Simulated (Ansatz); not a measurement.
System: C₃H₆OZn.

```xyz
11

C     0.6299    1.5020    0.0103
C     0.1702    0.2624    0.1822
C     0.5865   -0.5490    1.3724
Zn   -1.0289   -0.4602   -1.1279
O    -2.2255   -1.0747   -2.2903
H     1.3155    1.9551    0.7283
H     0.3560    2.1260   -0.8348
H    -0.2773   -0.8463    1.9754
H     1.0841   -1.4760    1.0703
H     1.2735    0.0088    2.0178
H    -1.8838   -1.4482   -3.1037
```

Geometry: PBE0-D4/def2-TZVP.

Level of theory: RKS PBE0-D4/def2-TZVPP in Ansatz 0.2.0.

What will maps of the electron density and electron localisation function show?

Answer. C–C (1.33 Å): the density is about 2.4 e/Å³ at the midpoint; the ELF peaks at about 0.95 between the atoms (a multiple bond).
Zn–O (1.78 Å): ρ is about 0.93 e/Å³ halfway; the ELF peaks at about 0.85 in the valence shell of O, 0.6 Å from its nucleus, and is about 0.20 at the midpoint.
C–Zn (1.92 Å): ρ is about 0.83 e/Å³ halfway; the ELF peaks at about 0.90 in the valence shell of C, 0.7 Å from its nucleus, and is about 0.45 at the midpoint.
C–C (1.50 Å): ρ at the midpoint is about 1.7 e/Å³; the ELF peaks at about 0.95 between the atoms, as expected for a shared electron pair.

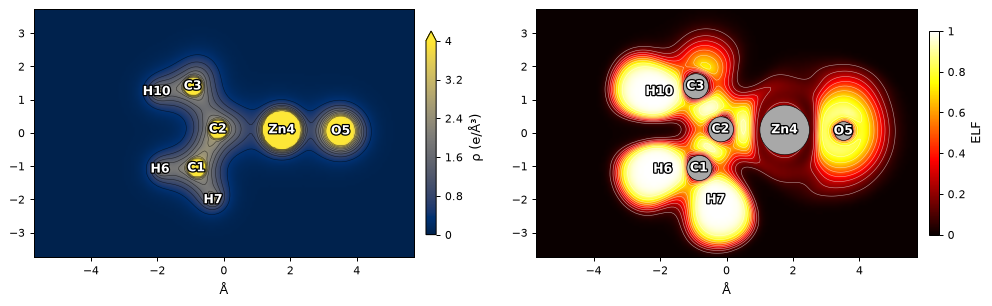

Computed electron density and electron localisation function on the plane of atoms C1, C2 and Zn4, in this order. Grey discs cover the atomic cores in the ELF map. 
